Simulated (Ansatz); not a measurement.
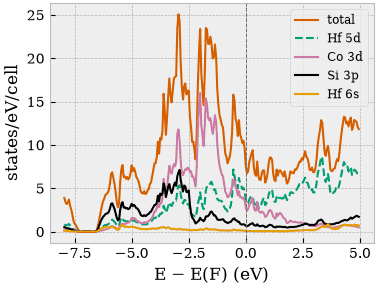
Fig. 1. Total and projected density of states of Hf3Co2Si3 in space group Cmcm (No. 63; Pearson symbol oS32), the program Ansatz at the r²SCAN level (PAW)

Problem. Which orbitals carry the states next to the Fermi level?

Solution. Within 0.5 eV of the Fermi level: Hf 5d 46 %, Co 3d 38 %, Si 3p 10 %. Projections are on Löwdin-orthogonalised atomic valence shells; empty p or d shells of many metals are not among them.

Problem. Where is the tallest occupied peak in this window, and what makes it?

Solution. Near -2.9 eV, about 25 states/eV per cell; the largest projected share is Co 3d.

The first step of the workflow began from a Materials Project structure, measured or hypothetical; the Crystallography Open Database copy checked does not list it. Its standing as an ambient phase is unchecked. Symmetry was held in the r²SCAN relaxation; whether a distortion lowers the energy is not shown. The final state is ferromagnetic, chosen from 3 collinear starts compared on coarse meshes (ties went to the first, and starts can fall back to one state), not a proven ground state. Other orbital occupations within this spin state were not tried. Spin–orbit coupling is left out wherever it is not named.

Potentials: the later of the program's two PAW sets.
